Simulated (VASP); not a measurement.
**N: molecular dynamics (part 8 of 8)**

The same run, continued: N (disordered cell, 24 atoms in the cell); Kohn-Sham DFT of a periodic cell, LDA, VASP PAW LDA potentials, recommended, no spin polarisation (VASP 6.6.1); cutoff 520 eV, 1×1×1 k-mesh, fermi-dirac of 0.05 eV. It belongs to a series of runs on one base structure; here: dynamics from the start.

Geometry of the input (Å; fractional positions):
```
8.8621  0.0000  0.0000
0.0000  8.8621  0.0000
0.0000  0.0000  8.8621
N  0.9565  0.6674  0.2471
N  0.8482  0.6931  0.1942
N  0.8729  0.6307  0.7834
N  0.9554  0.7161  0.7495
N  0.1678  0.8481  0.4867
N  0.2862  0.8295  0.5161
N  0.8426  0.3065  0.6028
N  0.8697  0.3855  0.5120
N  0.0815  0.2771  0.9427
N  0.0938  0.3499  0.8439
N  0.7609  0.0862  0.9533
N  0.8221  0.0395  0.8570
N  0.6290  0.6723  0.4982
N  0.5804  0.5673  0.4554
N  0.5672  0.7876  0.8293
N  0.4541  0.7402  0.8154
N  0.5298  0.9001  0.2445
N  0.4982  0.9444  0.1337
N  0.1287  0.8891  0.9867
N  0.2080  0.9568  0.9209
N  0.4552  0.3610  0.8729
N  0.5303  0.3974  0.7821
N  0.5360  0.0763  0.6270
N  0.5523  0.1147  0.5108
```

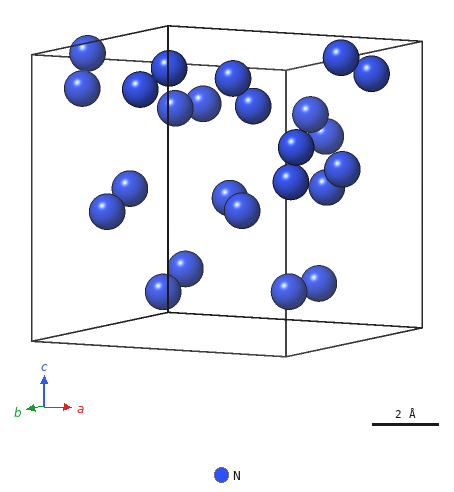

Figure 1. The geometry at step 38 of the log (spheres-only view of the cell of the calculation, seen at an oblique angle).

### Trajectory as extended XYZ, continued
```
24
Lattice="8.8621 0.0000 0.0000 0.0000 8.8621 0.0000 0.0000 0.0000 8.8621" Properties=species:S:1:pos:R:3:forces:R:3 step=37 energy=-210.52081 temperature=1015.2
N     8.6633    6.3691    2.0162    1.0716  -0.0037   0.3059
N     7.6169    6.3348    1.6912   -1.1063  -0.0071  -0.3287
N     8.0639    5.7813    7.1325    0.5340   0.3674  -0.3932
N     8.8593    6.2881    6.5497   -0.6004  -0.3948   0.3570
N     1.9299    7.5844    3.9923   -1.9653   0.0446  -1.7319
N     2.7255    7.5724    4.7332    1.8655  -0.0312   1.7196
N     7.5931    2.8272    5.1258   -0.0776   0.4675  -0.2725
N     7.5996    3.8275    4.6519    0.1376  -0.5716   0.2485
N     1.3282    2.4287    7.8788    0.1031  -0.1224   0.1300
N     0.6467    3.0099    7.2371   -0.0856   0.1419  -0.0722
N     6.4069    0.6908    8.3000    3.1409  -0.2297  -1.4197
N     7.4333    0.6095    7.8389   -3.1541   0.2532   1.4093
N     5.4322    6.0931    4.4355    0.1330   1.1852   0.6488
N     5.3169    5.1178    3.9515   -0.2358  -1.1664  -0.6017
N     5.0268    7.0811    7.4401   -1.4113  -0.2461  -0.2971
N     3.9508    6.8962    7.2211    1.4840   0.1376   0.3815
N     4.8823    7.9685    2.4094   -1.6902  -0.0579  -1.7594
N     4.0758    7.9147    1.6340    1.7994   0.1007   1.6083
N     1.5858    8.2024    0.0734   -0.2049   0.1135  -1.0330
N     1.4829    8.3315    7.8371    0.1501  -0.0640   1.0751
N     4.0876    3.4112    7.7924   -0.3127  -0.0116   0.3856
N     4.8414    3.5076    6.9973    0.3796   0.0363  -0.4022
N     4.8367    0.7055    5.4344    0.2531   1.3536  -2.7254
N     4.9222    1.1910    4.4230   -0.2081  -1.2963   2.7658
24
Lattice="8.8621 0.0000 0.0000 0.0000 8.8621 0.0000 0.0000 0.0000 8.8621" Properties=species:S:1:pos:R:3:forces:R:3 step=38 energy=-210.56467 temperature=996.0
N     8.6764    6.3784    2.0067   -0.7031  -0.0651  -0.2365
N     7.6146    6.3357    1.6919    0.6693   0.0547   0.2132
N     8.0693    5.7896    7.1395   -0.0942  -0.0320   0.0690
N     0.0042    6.2795    6.5556    0.0266  -0.0012  -0.1071
N     1.9446    7.5873    3.9851   -1.6554   0.0411  -1.4858
N     2.7306    7.5740    4.7396    1.5467  -0.0274   1.4735
N     7.5991    2.8404    5.1199   -0.0832  -0.9814   0.3942
N     7.5952    3.8370    4.6624    0.1491   0.8707  -0.4201
N     1.3398    2.4292    7.8638   -0.0054  -0.0258   0.0198
N     0.6421    3.0022    7.2302    0.0304   0.0477   0.0414
N     6.4046    0.6943    8.2922    2.1932  -0.1455  -0.9703
N     7.4279    0.6176    7.8433   -2.2067   0.1675   0.9614
N     5.4262    6.0950    4.4411   -0.0139  -0.0437   0.0332
N     5.3239    5.1132    3.9475   -0.0980   0.0690   0.0077
N     5.0203    7.0799    7.4362   -0.1703  -0.0309  -0.0440
N     3.9518    6.8992    7.2222    0.2444  -0.0776   0.1361
N     4.8771    7.9687    2.4109   -0.6003   0.0102  -0.7026
N     4.0706    7.9093    1.6517    0.7183   0.0299   0.5488
N     1.6000    8.2199    0.0644    0.0123  -0.1151   1.0943
N     1.4722    8.3261    7.8426   -0.0709   0.1707  -1.0552
N     4.1027    3.4245    7.8017   -0.3134  -0.0032   0.3924
N     4.8465    3.5023    6.9952    0.3762   0.0265  -0.4076
N     4.8442    0.7007    5.4321    0.2659   1.5486  -3.0772
N     4.9240    1.1946    4.4208   -0.2199  -1.4894   3.1172
24
Lattice="8.8621 0.0000 0.0000 0.0000 8.8621 0.0000 0.0000 0.0000 8.8621" Properties=species:S:1:pos:R:3:forces:R:3 step=39 energy=-210.50337 temperature=935.7
N     8.6907    6.3875    1.9979   -2.5075  -0.1507  -0.7378
N     7.6124    6.3378    1.6928    2.4747   0.1413   0.7145
N     8.0749    5.7969    7.1444   -0.6959  -0.3893   0.5108
N     0.0118    6.2724    6.5612    0.6290   0.3515  -0.5502
N     1.9568    7.5906    3.9765   -0.9266   0.0284  -0.8077
N     2.7356    7.5758    4.7468    0.8102  -0.0152   0.7950
N     7.6061    2.8551    5.1145   -0.0463  -2.8449   1.1992
N     7.5892    3.8463    4.6747    0.1166   2.7282  -1.2290
N     1.3520    2.4288    7.8499   -0.3673   0.2661  -0.3061
N     0.6374    2.9955    7.2230    0.4013  -0.2419   0.3715
N     6.4042    0.6982    8.2828    0.7842  -0.0376  -0.3431
N     7.4223    0.6247    7.8492   -0.7981   0.0580   0.3344
N     5.4209    6.0953    4.4471   -0.1173  -1.0874  -0.5068
N     5.3272    5.1090    3.9430   -0.0037   1.1208   0.5414
N     5.0138    7.0775    7.4342    1.5858   0.2613   0.3063
N     3.9555    6.9034    7.2228   -1.5082  -0.3681  -0.2054
N     4.8706    7.9721    2.4132    0.4367   0.0896   0.2649
N     4.0653    7.9020    1.6674   -0.3099  -0.0541  -0.4215
N     1.6135    8.2352    0.0559    0.3677  -0.2914   3.4805
N     1.4629    8.3224    7.8497   -0.4289   0.3531  -3.4413
N     4.1173    3.4365    7.8128    0.0598   0.0352  -0.0181
N     4.8522    3.4973    6.9918   -0.0020  -0.0122   0.0034
N     4.8494    0.6975    5.4268    0.2278   1.3418  -2.6187
N     4.9275    1.1947    4.4214   -0.1801  -1.2799   2.6614
```

### Summary

| quantity | value |
| --- | --- |
| outcome | finished |
| mean temperature over the second half | 971 K |
| trajectory | 40 frames kept |
| electrons treated | 120 |
| potential energy (free energy of the electrons) (last step) | −210.5034 eV |
| Fermi energy of the self-consistent step (last step) | −5.833 eV |
| pressure (without the kinetic term) (last step) | 0.22 GPa |
| final volume (last step) | 696.00 Å³ |
| largest force (length of the vector) (last step) | 3.512 eV/Å |
| hardware | 1 thread of AMD EPYC (Zen 5), 176 GiB of memory available, shared host |
| wall time | 13 min |
| peak memory | 0.52 GiB |

### Notes

Points of doubt noted for this run: lda forms differ. The k-point mesh is coarse for a cell of this size, so the results may not be converged.
